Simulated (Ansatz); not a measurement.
**Fields on a plane of CaB6 (space group Pm-3m)**

```
CaB6
1.0
    4.14779     0.00000     0.00000
    0.00000     4.14779     0.00000
    0.00000     0.00000     4.14779
Ca B
1 6
Direct
  0.00000   0.00000   0.00000
  0.20178   0.50000   0.50000
  0.79822   0.50000   0.50000
  0.50000   0.20178   0.50000
  0.50000   0.79822   0.50000
  0.50000   0.50000   0.20178
  0.50000   0.50000   0.79822
```

The slice is a {110} plane (indices of the conventional cell) through the point (0.500, 0.798, 0.500) (fractional), spanned by u = [100] and v = [011] in vectors of this cell: u (4.15 Å) and v (5.87 Å, at 90° to u). It covers one period; positions are fractions (u, v).

Atoms on it: B at (0.00, 0.00); B at (0.00, 0.70). Other atoms lie within 1 Å of the plane.

These are PBE (plane waves to 420 eV, PAW, scalar-relativistic; Ansatz, a program for electronic structure) values and carry that method's errors. k mesh 8×8×8. Near the nuclei the fields are pseudised (PAW); where an atom keeps semicore shells as valence, they peak there. CaB6 was relaxed with its symmetry unable to fall.

```
v \ u  0.00  0.14  0.29  0.43  0.57  0.71  0.86
-----  ----  ----  ----  ----  ----  ----  ----
0.90   -0.1  -0.2  -0.4  -0.6  -0.6  -0.4  -0.2
0.80   -0.1  -0.2  -0.4  -0.6  -0.6  -0.4  -0.2
0.70   -0.6  -0.2  -0.6  -0.9  -0.9  -0.6  -0.2
0.60   -0.1  -0.4  -0.9  -1.3  -1.3  -0.9  -0.4
0.50   -0.5  -0.7  -1.1  -1.1  -1.1  -1.1  -0.7
0.40   -0.9  -1.0  -1.0  -0.4  -0.4  -1.0  -1.0
0.30   -0.9  -1.0  -1.0  -0.4  -0.4  -1.0  -1.0
0.20   -0.5  -0.7  -1.1  -1.1  -1.1  -1.1  -0.7
0.10   -0.1  -0.4  -0.9  -1.3  -1.3  -0.9  -0.4
0.00   -0.6  -0.2  -0.6  -0.9  -0.9  -0.6  -0.2
```

Values: log₁₀ of the valence density in e/Å³. The scale is logarithmic, as a density can span decades between atoms and voids.

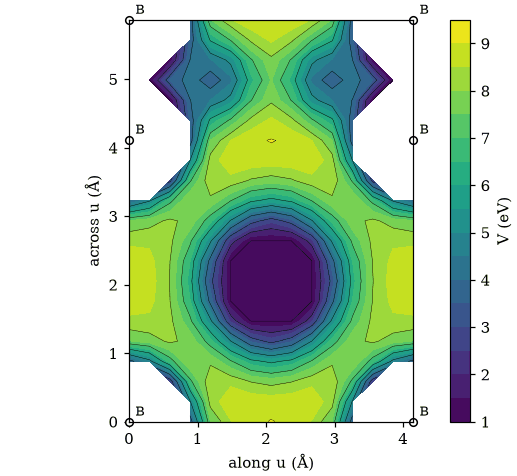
*Electrostatic potential energy of an electron, from the cell's mean, in eV, one period of the plane, atoms marked. Points within 0.7 Å of a nucleus are left white, as the pseudised field means little there. Values under 1 eV are set to 1. The zero, the cell's mean, hangs on the PAW cores.*

* **Density on the B–B line (1.75 Å) at its midpoint**: 0.81 e/Å³
* **ELF at that point**: 0.78
* **ELF maximum in the middle third of the B–B line**: 0.78, 0.9 Å from B
